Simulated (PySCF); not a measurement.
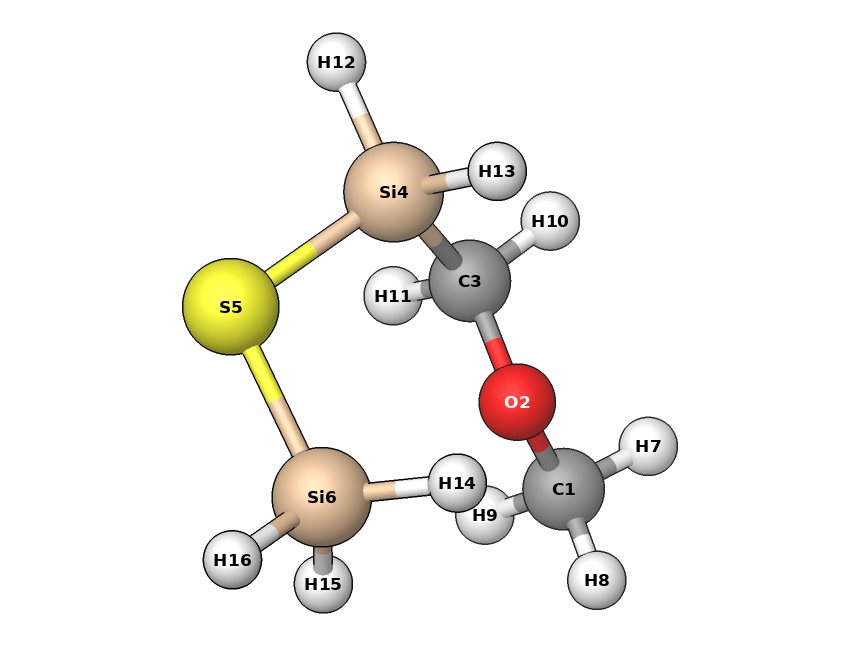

The computed structure is the end point of a PBE0-D3(BJ)/def2-SVP optimisation. No frequency run is at hand to confirm it as a minimum. Method: GIAO PBE0/pcSseg-1 NMR shielding, non-relativistic, gas phase (PySCF 2.14.0), and the same with a continuum solvent (IEF-PCM, Bondi radii x 1.2, gas-phase geometry).

How do dipole (D), HOMO–LUMO gap (eV), σ(S5) (ppm), σ(O2) (ppm), σ(H10) (ppm) change in chloroform (ε = 4.7), acetone (ε = 20.5)?

| medium | dipole (D) | HOMO–LUMO gap (eV) | σ(S5) (ppm) | σ(O2) (ppm) | σ(H10) (ppm) |
| --- | --- | --- | --- | --- | --- |
| gas phase | 3.08 | 7.32 | 828.0 | 328.6 | 28.08 |
| chloroform | 3.68 | 7.41 | 833.4 | 331.0 | 27.87 |
| acetone | 3.89 | 7.44 | 835.1 | 331.9 | 27.78 |
